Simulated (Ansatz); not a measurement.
**Nudged elastic band, with input and output: ZrNH$_{5}$SOF$_{2}$ (part 2 of 2)**

Continued. System: ZrNH$_{5}$SOF$_{2}$. Method: RKS PBE0/def2-SVP (Ansatz 0.2.0). It belongs to a series of runs on one base structure; here: band between the two ends.

Geometry of the input (Å):
```
Zr -0.0948  -0.1176  0.2797
N  0.1979  -0.2080  2.2892
H  0.2230  -1.0506  2.8592
H  0.5280  0.5696  2.8580
F  1.6628  -0.0978  -0.4929
F  -0.6118  1.6582  -0.2893
O  -0.7523  -1.8246  -0.3569
H  -0.8020  -2.5134  -1.0204
S  -3.0572  0.1244  0.6946
H  -3.2488  -0.7851  1.6731
H  -3.0880  1.1671  1.5515
```

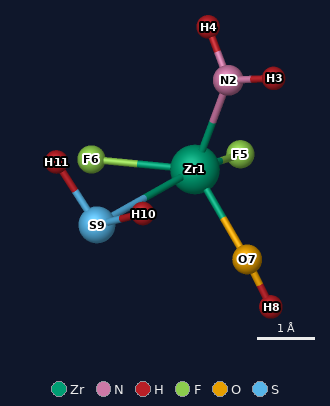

The starting structure (ball-and-stick view, seen at a tilt; atoms are numbered from 1 in the order of the input). Sticks mark near contacts.

## What the program printed, continued
```
NEB iter  37: max|band force component| = 4.052e-2 eV/Å  barrier→ = 0.1811 eV  barrier← = 1.3247 eV  CI = image 2  Δτ_max = 0.0250 Å  (128 SCF iters)
the calculation of the forces begins
reference -21153.11774212 eV, -777.3627389247 hartree; 33, 33 occupied and 97, 97 virtual orbitals, 1377 factors
1377 factors; integrals over basis functions are off by at most 9.8e-4 eV
mean field -21151.89563674 eV, -777.3178273806 hartree, gradient 7.6e-6 eV, S^2 0.000000; 1 other end points of the search recorded, 0 dependent functions left out
the calculation of the forces begins
reference -21151.89570219 eV, -777.3178297857 hartree; 33, 33 occupied and 97, 97 virtual orbitals, 1377 factors
NEB iter  38: max|band force component| = 2.982e-2 eV/Å  barrier→ = 0.1811 eV  barrier← = 1.3247 eV  CI = image 2  Δτ_max = 0.0000 Å  (282 SCF iters)
```

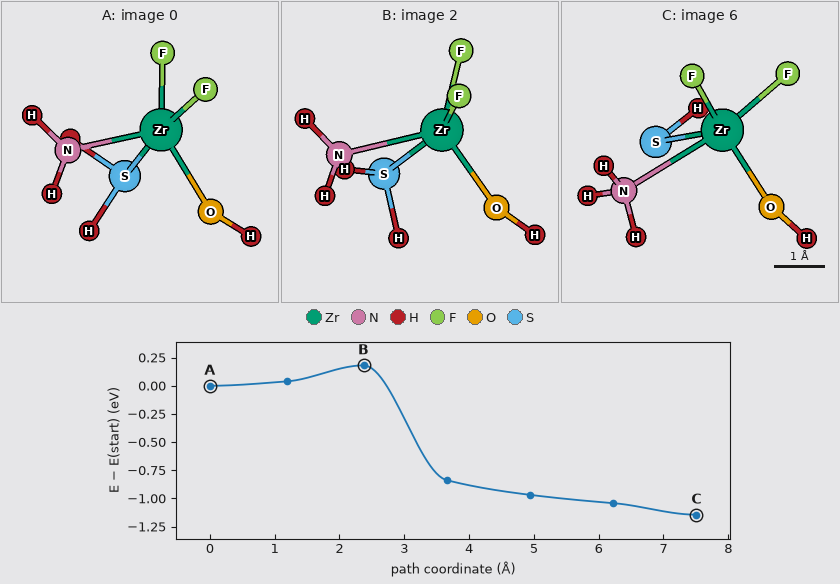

Images of the last band (counted from 0; ball-and-stick, seen at a tilt) above the energy along the path; the line is a cubic interpolation that uses the forces. The highest image is number 2, 0.181 eV above the start and 1.325 eV above the end (the climbing image); the end lies 1.144 eV below the start. The path is 7.51 Å long. The band converged in 38 iterations.

```
Total energy: -21151.89570219 eV, -777.3178297857 hartree
Atom 0 at    -0.250378    -0.056139     0.135160 Å, force    -0.000008    -0.000006    -0.000005 eV/Å
Atom 1 at    -0.211714     0.023186     2.277356 Å, force    -0.000002     0.000022     0.000018 eV/Å
Atom 2 at    -0.042106    -0.813192     2.837079 Å, force    -0.000027     0.000005     0.000013 eV/Å
Atom 3 at     0.224272     0.807226     2.765282 Å, force     0.000029    -0.000006    -0.000011 eV/Å
Atom 4 at     1.631842    -0.163136    -0.181557 Å, force     0.000023    -0.000005    -0.000004 eV/Å
Atom 5 at    -0.552455     1.594484    -0.777513 Å, force     0.000003    -0.000014     0.000022 eV/Å
Atom 6 at    -0.846345    -1.760208    -0.496211 Å, force    -0.000047     0.000013    -0.000082 eV/Å
Atom 7 at    -1.132302    -2.444451    -1.101857 Å, force     0.000031     0.000008     0.000048 eV/Å
Atom 8 at    -2.932016     0.396844     1.203539 Å, force    -0.000035    -0.000013    -0.000021 eV/Å
Atom 9 at    -3.221353    -0.918871     1.298132 Å, force     0.000002    -0.000017     0.000007 eV/Å
Atom 10 at    -1.710646     0.256456     2.086389 Å, force     0.000031     0.000012     0.000014 eV/Å
Dipole moment:    -0.108321    -0.626978     0.419329 e Å
this run last wrote the band of iteration 38 to [file]
```

## The last band as extended XYZ (Å, eV, eV/Å)
```
11
Properties=species:S:1:pos:R:3:forces:R:3 image=0 energy=-21152.07670
Zr   -0.0948   -0.1176    0.2797    0.0102   0.0143  -0.0001
N     0.1979   -0.2080    2.2892   -0.0072  -0.0070  -0.0133
H     0.2230   -1.0506    2.8592    0.0000  -0.0057   0.0016
H     0.5280    0.5696    2.8580    0.0044   0.0080   0.0074
F     1.6628   -0.0978   -0.4929   -0.0147  -0.0015   0.0061
F    -0.6118    1.6582   -0.2893    0.0042  -0.0136  -0.0015
O    -0.7523   -1.8246   -0.3569    0.0113   0.0070  -0.0113
H    -0.8020   -2.5134   -1.0204   -0.0089   0.0036   0.0101
S    -3.0572    0.1244    0.6946    0.0016  -0.0021   0.0004
H    -3.2488   -0.7851    1.6731   -0.0007   0.0021   0.0055
H    -3.0880    1.1671    1.5515   -0.0004  -0.0051  -0.0050
11
Properties=species:S:1:pos:R:3:forces:R:3 image=1 energy=-21152.03797
Zr   -0.0984   -0.0945    0.2189    0.0050  -0.0006   0.0034
N     0.0651   -0.0486    2.2533    0.0143  -0.0032  -0.0017
H     0.0166   -0.8437    2.8869    0.0052  -0.0028   0.0002
H     0.4544    0.7400    2.7681    0.0127  -0.0041  -0.0005
F     1.7090   -0.2125   -0.4090    0.0022  -0.0017  -0.0135
F    -0.5000    1.6441   -0.5090    0.0001   0.0032   0.0125
O    -0.8266   -1.7850   -0.3744    0.0005  -0.0027   0.0062
H    -0.9372   -2.4987   -1.0027    0.0047  -0.0001   0.0024
S    -3.0531    0.3287    0.8759   -0.0052  -0.0028  -0.0112
H    -3.2790   -0.9538    1.2318   -0.0020  -0.0017  -0.0002
H    -2.5940    0.6462    2.1063   -0.0376   0.0166   0.0023
11
Properties=species:S:1:pos:R:3:forces:R:3 image=2 energy=-21151.89564
Zr   -0.2504   -0.0561    0.1352    0.0000   0.0000   0.0000
N    -0.2117    0.0232    2.2774    0.0000   0.0000   0.0000
H    -0.0421   -0.8132    2.8371    0.0000   0.0000   0.0000
H     0.2243    0.8072    2.7653    0.0000   0.0000   0.0000
F     1.6318   -0.1631   -0.1816    0.0000   0.0000   0.0000
F    -0.5525    1.5945   -0.7775    0.0000   0.0000   0.0000
O    -0.8463   -1.7602   -0.4962    0.0000   0.0000  -0.0001
H    -1.1323   -2.4445   -1.1019    0.0000   0.0000   0.0000
S    -2.9320    0.3968    1.2035    0.0000   0.0000   0.0000
H    -3.2214   -0.9189    1.2981    0.0000   0.0000   0.0000
H    -1.7106    0.2565    2.0864    0.0000   0.0000   0.0000
11
Properties=species:S:1:pos:R:3:forces:R:3 image=3 energy=-21152.91390
Zr   -0.5727   -0.0347    0.0086   -0.0448   0.0044  -0.0168
N    -0.2887   -0.0184    2.3698   -0.0157  -0.0071   0.0150
H     0.0569   -0.8820    2.7912    0.0100  -0.0136  -0.0070
H     0.3581    0.7214    2.6498    0.0128  -0.0168  -0.0112
F     1.3511    0.0576    0.2549   -0.0365   0.0413   0.0688
F    -0.6338    1.3885   -1.2574   -0.0129  -0.0238  -0.0629
O    -0.8714   -1.8302   -0.5641    0.0052  -0.0056  -0.0130
H    -1.1323   -2.5529   -1.1352    0.0086  -0.0104  -0.0140
S    -2.9249    0.5624    0.8674   -0.0014   0.0190  -0.0515
H    -3.1694   -0.6918    1.3171    0.0087   0.0267  -0.0054
H    -1.2160    0.2022    2.7438    0.0660  -0.0142   0.0980
11
Properties=species:S:1:pos:R:3:forces:R:3 image=4 energy=-21153.04425
Zr   -0.6466    0.0646   -0.0270    0.0005   0.0165  -0.0003
N    -0.3269   -0.2262    2.3830   -0.0031  -0.0222   0.0019
H     0.0292   -1.1320    2.6903   -0.0024  -0.0221  -0.0122
H     0.3763    0.4675    2.6441   -0.0028  -0.0200  -0.0019
F     1.1364    0.7155    0.3549   -0.0221   0.0459   0.0034
F    -0.7320    0.9442   -1.7205   -0.0064  -0.0288  -0.0354
O    -0.7686   -1.8215   -0.3291    0.0072  -0.0185   0.0090
H    -0.8422   -2.6180   -0.8566    0.0220   0.0100   0.0184
S    -2.8867    0.8952    0.7793    0.0035   0.0214  -0.0073
H    -3.2087   -0.3470    1.2142    0.0016   0.0358   0.0135
H    -1.1736   -0.0201    2.9133    0.0021  -0.0180   0.0109
11
Properties=species:S:1:pos:R:3:forces:R:3 image=5 energy=-21153.11768
Zr   -0.6917    0.0933    0.0514    0.0013   0.0175   0.0023
N    -0.2222   -0.2902    2.4277   -0.0101  -0.0082  -0.0046
H     0.1368   -1.2273    2.6114    0.0135  -0.0040  -0.0070
H     0.4615    0.3765    2.7877    0.0058  -0.0106   0.0074
F     0.9559    1.0521    0.3202   -0.0102   0.0117  -0.0034
F    -0.9164    0.5196   -1.8023   -0.0084  -0.0241  -0.0156
O    -0.6828   -1.8283   -0.0705    0.0299  -0.0156   0.0397
H    -0.6231   -2.6243   -0.6008   -0.0112   0.0147  -0.0124
S    -2.8334    1.0047    0.9795   -0.0018   0.0015   0.0199
H    -3.5454    0.0256    0.3753   -0.0145   0.0209  -0.0355
H    -1.0822   -0.1795    2.9661    0.0056  -0.0038   0.0093
11
Properties=species:S:1:pos:R:3:forces:R:3 image=6 energy=-21153.22036
Zr   -0.7277   -0.0083    0.0607    0.0145  -0.0076   0.0159
N    -0.2639   -0.3257    2.4385    0.0026  -0.0022   0.0020
H    -0.0396   -1.3007    2.6394   -0.0026  -0.0006  -0.0045
H     0.5564    0.2320    2.6811    0.0012   0.0027  -0.0045
F     0.8177    1.1155    0.3103   -0.0039  -0.0022  -0.0004
F    -1.3025    0.5261   -1.6863   -0.0026   0.0015  -0.0086
O    -0.2940   -1.8691   -0.1327   -0.0050   0.0087   0.0012
H    -0.2894   -2.7502   -0.5059    0.0008  -0.0005  -0.0004
S    -2.9165    0.5206    1.1561   -0.0024  -0.0012   0.0018
H    -3.5663    0.8340    0.0141    0.0002   0.0002  -0.0008
H    -1.0174   -0.0519    3.0705   -0.0028   0.0013  -0.0017
```

## Results in brief

- outcome: converged
- barrier, forward: 0.181 eV
- barrier, backward: 1.325 eV
- hardware: 4 threads of Intel Xeon @ 2.50GHz (Skylake/Cascade Lake), 12 GiB of memory available, shared host
- wall time: 13 min (CPU time 46 min)
- peak memory: 0.41 GiB

## Notes

The order of the saddle point was not checked.
